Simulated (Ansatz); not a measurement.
**A correction line for MP2/def2-SVP: atomisation energy**

The atomisation energy (no zero-point term) in kJ/mol of 6 molecular compounds of N: x at MP2/def2-SVP, y at CCSD(T)/CBS estimate. Shapes, held fixed at every level: PBE0-D4/def2-TZVP. Flexible molecules stand in one conformer, not always the lowest. Programs: Ansatz 0.2.0.

```
                             molecule  x (kJ/mol)  y (kJ/mol)
                   C2H7N (ethanamine)        3496        3676
          C2H7NSi (SMILES C=CN[SiH3])        3797        4010
CH8ClNSi2 (SMILES CN([SiH3])[SiH2]Cl)        4093           ?
 C2H11NSi2 (SMILES C[SiH2]N(C)[SiH3])        5242        5577
 C6H15NSi (SMILES C=CCN([SiH3])C(C)C)        8546        8888
      C6H16BN (SMILES BN(CC)C(C)(C)C)        9149        9445
```

Problem. Fit y = c + s·x to the known rows and predict y for CH8ClNSi2.

Solution. 
1. Means of the 5 rows: x = 6046.00, y = 6319.2.
2. Σ(Δx)² = 28085526, Σ(Δx·Δy) = 28651637, so the slope is 28651637/28085526 = 1.0202.
3. Intercept: 6319.2 − (1.0202) × 6046.00 = 151.1. The largest residual of the fit is 78.
4. CH8ClNSi2: 151.1 + 1.0202 × 4093 = 4327 kJ/mol.

CCSD(T)/CBS estimate gives 4385 kJ/mol, so the prediction is off by -58 kJ/mol, within the largest residual. Uncorrected, MP2/def2-SVP misses it by -292 kJ/mol, and the other rows by 273 on average. The line removes about 80 % of this miss. Left out in turn, the other rows are missed by 63 kJ/mol on average. The CBS estimate extrapolates MP2 from def2-TZVPP and def2-QZVPP and adds CCSD(T) − MP2 in the triple-zeta set, cores frozen.

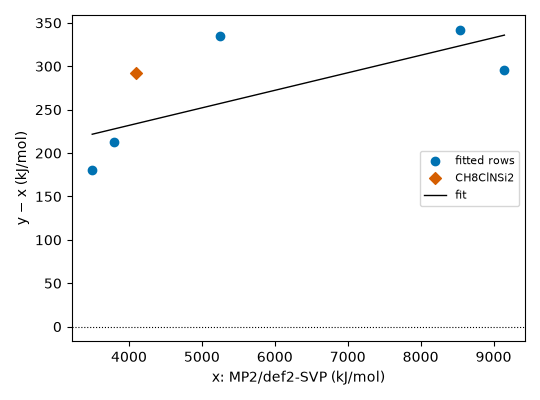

The correction y − x against x, with the fitted line and the withheld molecule.
